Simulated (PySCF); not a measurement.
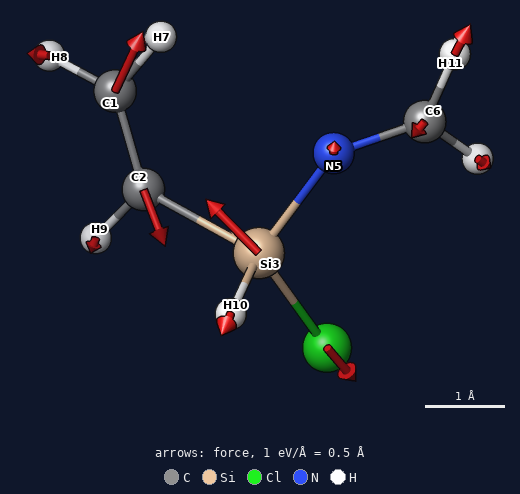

Starting geometry of C₃H₆ClNSi with the computed forces as red arrows. The picture is a ball-and-stick view, seen at a tilt.

The start comes from GFN2-xTB. Its atoms were then displaced at random by about 0.01 Å.

Theory: PBE0-D3(BJ)/def2-SVP geometry optimisation, gas phase in PySCF. 

### What follows when this structure is relaxed?

It isn't relaxed: the largest force vector, on the Si atom, is 1.97 eV/Å. The final displacements have little in common with the starting forces (cosine between the two patterns 0.20). The energy falls by 0.192 eV in 9 geometry steps. The largest move after the best rigid fit is that of the Cl atom, 0.27 Å. By element the largest moves are Cl 0.27 Å, H 0.19 Å, N 0.13 Å, Si 0.09 Å, C 0.07 Å. Some distances before and after: Cl–Si 2.011 → 2.089 Å, C–Si 1.895 → 1.853 Å, H–Si 1.445 → 1.486 Å, N–Si 1.712 → 1.741 Å. Among the angles between lasting bonds that change: Si–N–C 133.7° → 126.9°, Cl–Si–N 116.7° → 111.3°, N–Si–H 104.6° → 108.3°.
